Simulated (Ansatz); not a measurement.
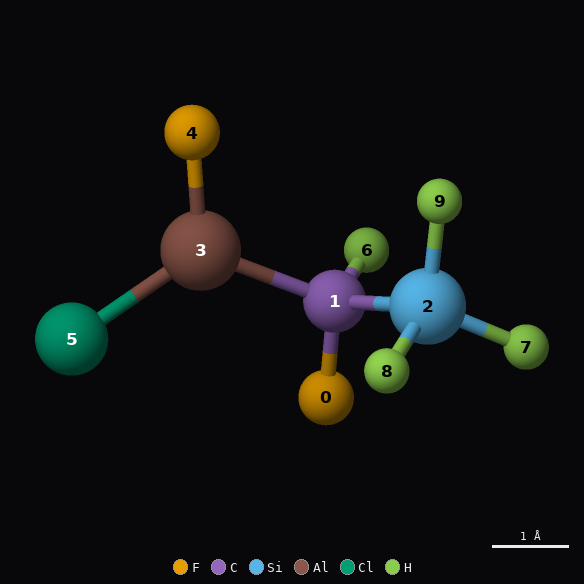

The picture shows the input geometry. Atoms are numbered from 0, in the order of the input.

The calculation was set up as follows.

```yaml
crystal:
  periodic: [false, false, false]
  atoms:
    - {symbol: F, position_ang: [-1.324028, -1.419380, 0.175792]}
    - {symbol: C, position_ang: [-0.533229, -0.398300, -0.379627]}
    - {symbol: Si, position_ang: [1.297455, -0.794460, -0.099758]}
    - {symbol: Al, position_ang: [-1.097123, 1.344489, 0.322424]}
    - {symbol: F, position_ang: [-0.447796, 2.688621, -0.361585]}
    - {symbol: Cl, position_ang: [-2.430518, 1.554899, 1.897305]}
    - {symbol: H, position_ang: [-0.701541, -0.397383, -1.466581]}
    - {symbol: H, position_ang: [1.633647, -2.135691, -0.639882]}
    - {symbol: H, position_ang: [1.605510, -0.752833, 1.353524]}
    - {symbol: H, position_ang: [2.080724, 0.258837, -0.798412]}
basis:
  gaussian: {orbitals: aug-cc-pVTZ}
hamiltonian: {xc: {name: HSE06}}
```

It was started with:

```sh
ansatz run in.yaml --threads 4 --pin off --events-out ev --progress --plain --max-ram 10444MiB
```

Result:

```
Functional definition: HSE06
  name "HSE06"
  cite "Heyd, Scuseria & Ernzerhof, J. Chem. Phys. 118, 8207 (2003) doi:10.1063/1.1564060"
  cite "Krukau, Vydrov, Izmaylov & Scuseria, J. Chem. Phys. 125, 224106 (2006) doi:10.1063/1.2404663"
  cite "Heyd & Scuseria, J. Chem. Phys. 120, 7274 (2004) doi:10.1063/1.1668634"
  cite "Ernzerhof & Perdew, J. Chem. Phys. 109, 3313 (1998) doi:10.1063/1.476928"
  cite "Perdew, Burke & Ernzerhof, Phys. Rev. Lett. 77, 3865 (1996) doi:10.1103/PhysRevLett.77.3865"
  parent pbe
  parameter a = 0.25
  parameter omega = 0.11/bohr
  # The whole range is PBE's own exchange, as in plane waves. The composition of these papers is wPBEh.
  exchange = pbe_x - a*pbe_x_sr(omega) + a*exact_x_sr(omega)
  correlation = pbe_c
1960 factors; their error is unknown
154 factors; integrals over basis functions are off by at most 1.3e-6 eV
mean field evaluation 1: about -33516.3519 eV, gradient 5.7e1 eV
mean field evaluation 2: about -33509.3420 eV, gradient 8.4e1 eV
mean field evaluation 4: about -33522.4392 eV, gradient 4.2e0 eV
mean field evaluation 8: about -33522.4746 eV, gradient 1.0e-1 eV
mean field evaluation 16: about -33522.5496 eV, gradient 2.0e-4 eV
mean field -33522.54964142 eV, -1231.9309769220 hartree, gradient 3.2e-5 eV, S^2 0.000000; 0 other end points of the search recorded, 0 dependent functions left out
reference -33522.54971325 eV, -1231.9309795617 hartree; 36, 36 occupied and 344, 344 virtual orbitals, 1960 factors
Total energy: -33522.54971325 eV, -1231.9309795617 hartree
```

Self-consistency was reached.
